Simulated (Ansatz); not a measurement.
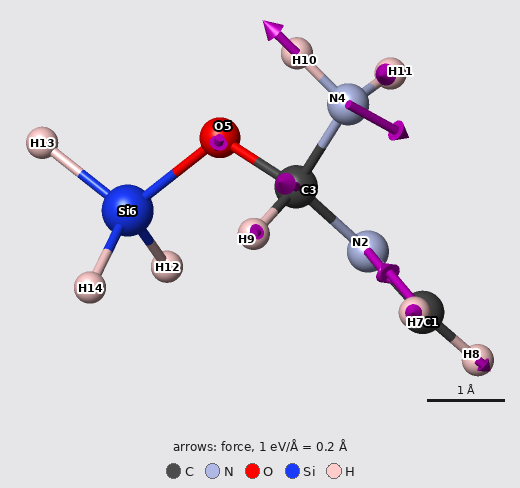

Starting geometry of C2H8N2OSi with the computed forces as purple arrows. Style: ball-and-stick. Shown at a tilt.

The run prepares an end point of a later path (hydrogen shift) calculation, from a guessed geometry.

These are results of RKS PBE0-D4/def2-SVP in Ansatz, not measurements. Settings: no spin polarisation; force threshold 0.02 eV/Å; at most 50 steps.

Is this structure relaxed? If not, where do the atoms go?

It isn't relaxed: the largest force vector, on C1, is 5.68 eV/Å. The final displacements have little in common with the starting forces (cosine between the two patterns 0.08). The energy falls by 20.6 kcal/mol in 18 accepted moves (23 points after the start). Largest force component: 5.3 eV/Å at the start, 0.014 eV/Å at the end. The line search rejected the trial steps at points 2, 10, 15, 17, 19 of the run. The atom that moves furthest after the best rigid fit is H7 (1.15 Å). By element the largest moves are H 1.15 Å, N 0.94 Å, C 0.45 Å, O 0.39 Å, Si 0.26 Å. Among the contacts that change: N2–Si6 3.258 → 2.713 Å, C1–N2 1.339 → 1.262 Å, N4–H11 1.082 → 1.020 Å, N4–H10 0.960 → 1.017 Å. Among the angles between lasting bonds that change: C3–N4–H11 97.3° → 109.3°, N2–C3–O5 117.4° → 106.6°, N4–C3–O5 105.0° → 112.6°. Groups turn about N2–C3 by about 50°, C3–O5 by about 45°, C3–N4 by about 30°.
